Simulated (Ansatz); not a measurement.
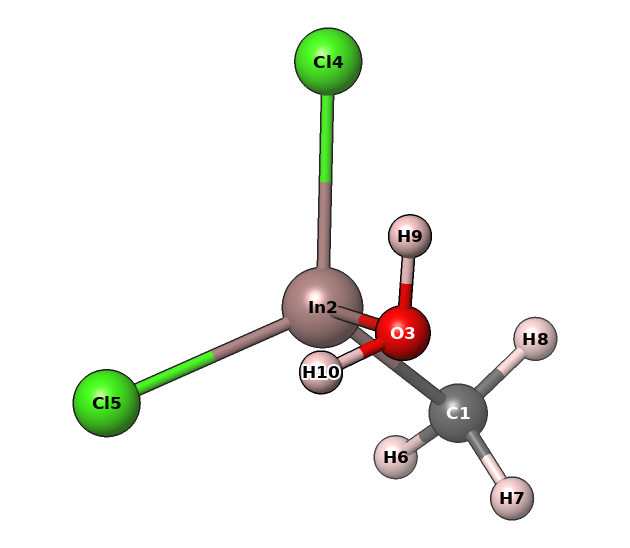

In2 lies behind O3. The molecule seen a little off the O3–In2 bond, O3 in front. Distant atoms are faded towards the background colour. Computed geometry: PBE0-D4/def2-TZVP optimisation.

> What is the torsion angle H9–O3–In2–Cl4? The sign is positive where the front bond must turn clockwise to cover the back bond.

0°, synperiplanar (eclipsed).
